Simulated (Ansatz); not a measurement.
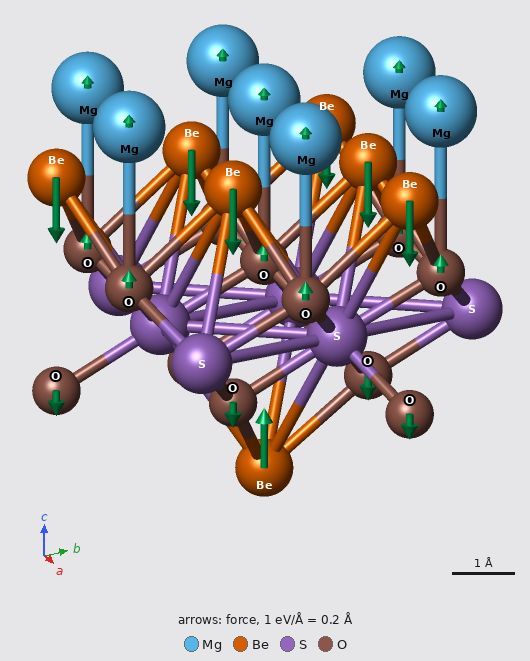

Starting geometry of crystalline MgBe2SO2 (a generated structure, set up in P3m1) (coarse preliminary run) with the computed forces as green arrows. Style: ball-and-stick. Shown: the atoms within 4.2 Å of the atom that moves most (axes of the cell of the calculation), slightly off an axis.

Method: DFT PBE, scalar-relativistic, plane waves, PAW in Ansatz 0.2.0. (plane-wave cutoff 420 eV; k-point mesh 6 × 6 × 2; occupations gaussian; smearing width 0.1 eV; no spin polarisation; cell and atoms relaxed; force threshold 0.04 eV/Å; at most 70 steps)

Question: What follows when this structure is relaxed?

Answer: It isn't relaxed: the largest force vector, on a Be atom, is 5.47 eV/Å. The final displacements follow the starting forces only in part (cosine between the two patterns 0.68). After 21 accepted moves (25 points after the start) the energy has fallen by 16.142 eV per cell of the calculation. The largest force component goes from 5.5 to 0.025 eV/Å. The pressure goes from 38.31 to 0.13 GPa. The line search rejected the trial step at point 18 of the run. At 3 points the geometry stayed and the basis and grid were re-selected for the new cell (energy shift of 0.303 eV per cell of the calculation at most each time). An O atom moves most relative to the cell: 1.73 Å along +c. By element the largest moves are O 1.73 Å, Be 0.99 Å, S 0.37 Å, Mg 0.07 Å. The drawn cell changes as follows: a = b 2.987 → 2.729 Å (−8.7 %), c 8.042 → 12.078 Å (+50.2 %); the volume changes by +25.3 %. Near-neighbour distances that change, for instance: O–S 1.999 → 3.866 Å, Be–Mg 1.946 → 3.582 Å, O–S 1.980 → 3.225 Å, Be–Mg 2.057 → 3.042 Å. Bonds break: O–S (2.00 → 3.87 Å). The space group stays P3m1 (No. 156). Cost: 38 s on 1 thread of Intel(R) Xeon(R) 6975P-C (Granite Rapids), on a shared host, peak memory 0.36 GiB.

Limits of the set-up: the k-point mesh is coarse for a cell with partly filled bands.
